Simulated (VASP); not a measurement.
Band structure of Ga3Au (space group I4/mmm). These are PBEsol GGA, VASP's PBE PAW potentials (set 64) (plane waves; VASP) values and carry that method's errors.

Unless said otherwise, spin-orbit coupling is left out, though it shifts the bands of the heavy elements here.

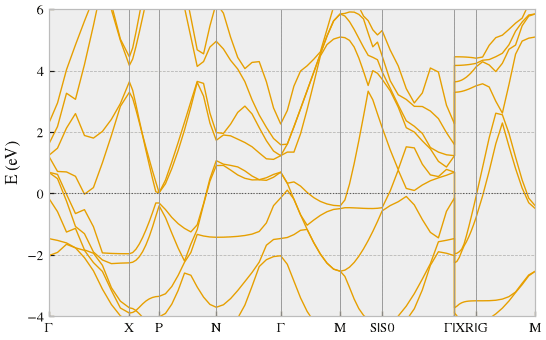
*Bands along high-symmetry lines, zero at the valence-band maximum or, without a gap, the Fermi level*

### Question
Read the plot: is there a gap, and where are the band edges?

### Answer
It has no gap at this level: it comes out as a metal or semimetal. (Edges off the drawn lines would not show.)

The structure comes from a computed database's Ga3Au entry (I4/mmm); how it stands against other phases isn't given here. It was relaxed first, which changed the volume by -7 %.
